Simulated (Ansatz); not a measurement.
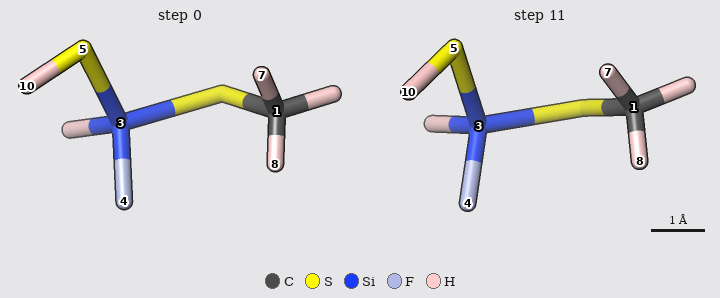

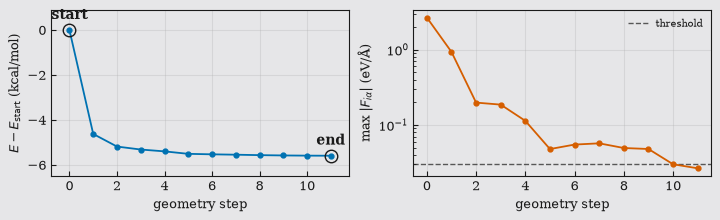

First and last geometry of a relaxation of CH5FS2Si (coarse preliminary run), with the history of the run. Style: stick. Shown from a free direction.

The start comes from a force field.

Level of theory: RKS PBE-D4/def2-SVP in Ansatz.

Input
```yaml
crystal:
  periodic: [false, false, false]
  atoms:
    - {symbol: C, position_ang: [-1.264200, -0.077600, 1.342100]}
    - {symbol: S, position_ang: [-0.044500, 1.199300, 0.991300]}
    - {symbol: Si, position_ang: [1.123100, 0.263900, -0.522000]}
    - {symbol: F, position_ang: [1.569600, -1.219000, -0.039700]}
    - {symbol: S, position_ang: [0.040100, 0.146600, -2.341200]}
    - {symbol: H, position_ang: [-1.975900, 0.358600, 2.113300]}
    - {symbol: H, position_ang: [-1.888200, -0.226700, 0.442800]}
    - {symbol: H, position_ang: [-0.826500, -0.950700, 1.672300]}
    - {symbol: H, position_ang: [2.411800, 1.038800, -0.692700]}
    - {symbol: H, position_ang: [0.937900, -0.584500, -2.963100]}
basis:
  gaussian: {orbitals: def2-SVP}
hamiltonian: {xc: pbe, dispersion: d4}
relax: {f_tol: 0.03, max_steps: 200}
```

Run as
```bash
ansatz run in.yaml --threads 4 --pin off --events-out ev --progress --plain --max-ram 10444MiB
```

Question: Did the run converge, and what did it change?

Answer: It converged. The energy falls by 5.59 kcal/mol in 11 geometry steps. Largest force component: 2.7 eV/Å at the start, 0.027 eV/Å at the end. H10 moves most after the best rigid fit: 0.51 Å. By element the largest moves are H 0.51 Å, F 0.32 Å, S 0.29 Å, Si 0.14 Å, C 0.11 Å. Near-neighbour distances that change, for instance: C1–H8 1.031 → 1.107 Å, S5–H10 1.314 → 1.365 Å, C1–S2 1.800 → 1.842 Å, Si3–S5 2.120 → 2.153 Å. Bond angles that change, for instance: H6–C1–H7 104.5° → 109.6°, F4–Si3–S5 110.2° → 106.0°, S2–Si3–F4 110.0° → 113.9°. Groups turn about Si3–S5 by about 25°.
